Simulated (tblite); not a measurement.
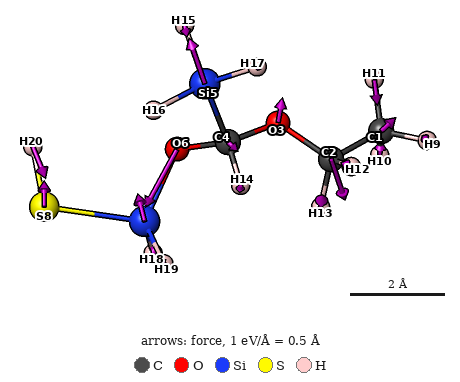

Starting geometry of C3H12O2SSi2 with the computed forces as purple arrows. A ball-and-stick model, seen from a free direction.

Theory: GFN2-xTB geometry optimisation, gas phase in tblite 0.8.0. 

Is this structure relaxed? If not, where do the atoms go?

Answer. It isn't relaxed: the largest force vector, on an O atom, is 2.87 eV/Å. The final displacements have little in common with the starting forces (cosine between the two patterns 0.25). The atom that moves furthest after the best rigid fit is an H atom (2.82 Å). Largest moves by element: H 2.82 Å, O 1.27 Å, S 1.09 Å, Si 0.71 Å, C 0.60 Å. Among the contacts that change: H–S 1.420 → 1.322 Å, O–Si 1.691 → 1.617 Å, C–Si 1.849 → 1.919 Å, C–O 1.371 → 1.426 Å. Among the angles between lasting bonds that change: O–C–Si 113.1° → 104.6°, O–C–H 113.5° → 105.4°, Si–S–H 105.0° → 97.0°. Groups turn about C–O by about 145°, O–Si by about 60°, C–O by about 50°. The energy falls by 22.8 kcal/mol in 277 geometry steps.
